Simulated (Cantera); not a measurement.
Input: 1 mol Si, 0.33 mol NH3, 6.7 mol H2, held at 1130 Torr.

These are equilibrium values from Cantera (NASA tables, ideal gas, pure condensed phases), not measurements of a reactor. Candidate condensed phases: Si, Si3N4; 18 gas species. Mutual solubility and eutectic melting of coexisting phases are not modelled. Gases not in the tables: Si2H6 and higher silanes. The numbers say what is thermodynamically allowed, not how fast it happens.

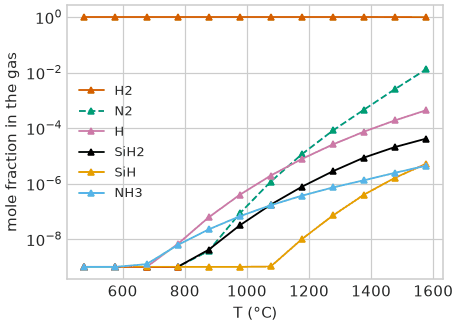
Fig. 1. Equilibrium gas composition (values under 1e-9 drawn at 1e-9)

Question: Read off the mole fractions at 1277 °C.

Answer: H2 about 1.00, N2 about 8.2e-5, H about 2.6e-5, SiH2 about 2.8e-6, NH3 about 7.3e-7, SiH about 7.1e-8.
